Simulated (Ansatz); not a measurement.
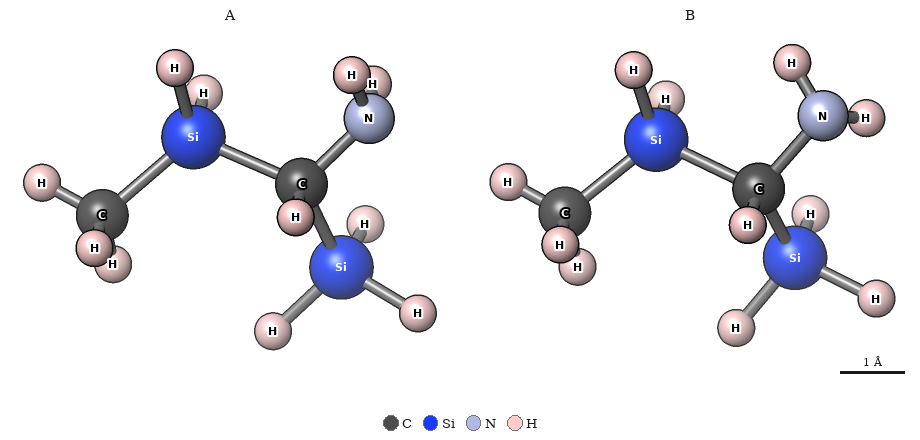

Two geometries of C2H11NSi2, drawn at one scale. One is the start of a relaxation, the other its converged end. The picture is a ball-and-stick view, seen at a tilt.

Computed with RKS PBE-D4/6-31G* in Ansatz. (no spin polarisation; force threshold 0.015 eV/Å; at most 40 steps)

Which one is relaxed?

Structure A is the relaxed one. The run prepares an end point of a later path (inversion) calculation, from a guessed geometry. The largest move after the best rigid fit is that of an H atom, 0.84 Å. Largest moves by element: H 0.84 Å, N 0.31 Å, Si 0.18 Å, C 0.16 Å. Near-neighbour distances that change, for instance: C–N 1.565 → 1.492 Å, C–H 1.033 → 1.103 Å, H–N 0.973 → 1.029 Å, C–H 1.053 → 1.108 Å. Bond angles that change, for instance: Si–C–Si 105.2° → 114.0°, C–Si–H 115.8° → 108.9°, C–Si–H 112.1° → 107.0°. Groups turn about C–N by about 55°. The energy falls by 0.615 eV in 8 geometry steps. Largest force component: 3.4 eV/Å at the start, 0.0092 eV/Å at the end. Cost: 22 s on 2 threads of Intel(R) Xeon(R) Platinum 8375C CPU @ 2.90GHz (Ice Lake), with other jobs on the host, peak memory 0.18 GiB.
